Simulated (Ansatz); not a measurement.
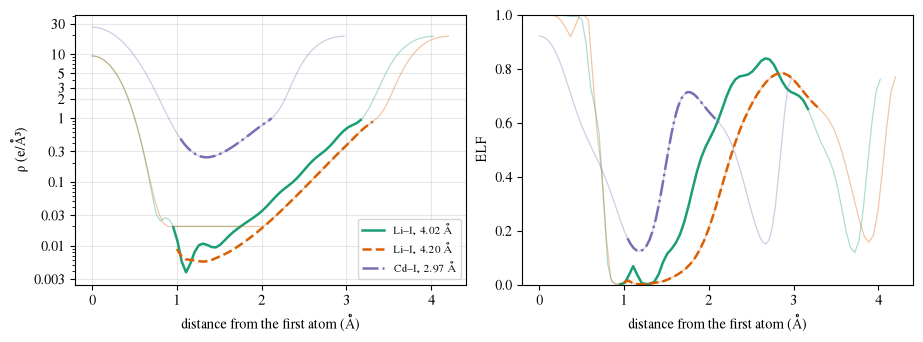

*LiCdI3. Valence charge density (pseudo) and ELF along straight lines between neighbouring atoms. Thin, pale parts lie inside the atomic spheres.*

Space group P6₃/mmc; a structure from a database of computed crystals, not necessarily the ambient phase; started from the KVCl3-194 prototype, which need not be the ambient phase.

The calculation used Ansatz 0.2.0, DFT, r2SCAN+rVV10, plane waves, PAW.

Core electrons are frozen (PAW), and the valence fields are smoothed inside the atomic spheres.

The calculation's input:

```
crystal:
  lattice:
    - [7.9348217037, 0.0, 0.0]
    - [-3.9674108519, 6.8717571699, 0.0]
    - [0.0, 0.0, 7.076264074]
  atoms:
    - { symbol: Li, position: [0.6666666667, 0.3333333333, 0.25] }
    - { symbol: Li, position: [0.3333333333, 0.6666666667, 0.75] }
    - { symbol: Cd, position: [0.0, 0.0, 0.5] }
    - { symbol: Cd, position: [0.0, 0.0, 0.0] }
    - { symbol: I, position: [0.3433705489, 0.1716852744, 0.75] }
    - { symbol: I, position: [0.6566294511, 0.8283147256, 0.25] }
    - { symbol: I, position: [0.8283147256, 0.1716852744, 0.75] }
    - { symbol: I, position: [0.1716852744, 0.8283147256, 0.25] }
    - { symbol: I, position: [0.8283147256, 0.6566294511, 0.75] }
    - { symbol: I, position: [0.1716852744, 0.3433705489, 0.25] }
kpoints:
  mp_grid: { grid: [6, 6, 6] }
hamiltonian:
  xc: r2scan
  dispersion: rvv10
scf:
  occupations: { method: fermi_dirac, width: 0.03 }
relax:
  f_tol: 0.01
  cell: {}
  max_steps: 120
output:
  write_density: true
  write_potential: true
  elf: true
  volumetric_format: npy
```

Run with:

```sh
ansatz run input.yaml --threads 4 --pin off --max-ram 4608MiB --backend cpu --events-out ev --progress --plain --runs-dir out
```

Below, planes, directions and counts refer to the conventional cell (a = 8.05 Å, b = 8.05 Å, c = 7.09 Å, α = 90.00°, β = 90.00°, γ = 120.00°).

The fields are those of the run's last geometry, not of the input's.

> What can be read from the curves?

Li–I (4.02 Å): ρ is about 0.04 e/Å³ halfway, with its minimum of 0.004 e/Å³ about 1.1 Å from Li; the ELF peaks at about 0.85 in the valence shell of I, 1.4 Å from its nucleus, and is about 0.55 at the midpoint.
Li–I (4.20 Å): ρ is about 0.02 e/Å³ halfway, with its minimum of 0.006 e/Å³ about 1.3 Å from Li; the ELF peaks at about 0.80 in the valence shell of I, 1.4 Å from its nucleus, and drops to about 0 between the two atoms; no localised pair shows between them.
Cd–I (2.97 Å): ρ is about 0.27 e/Å³ halfway; the ELF is about 0.45 at the midpoint and 0.10 at its lowest between the atoms.
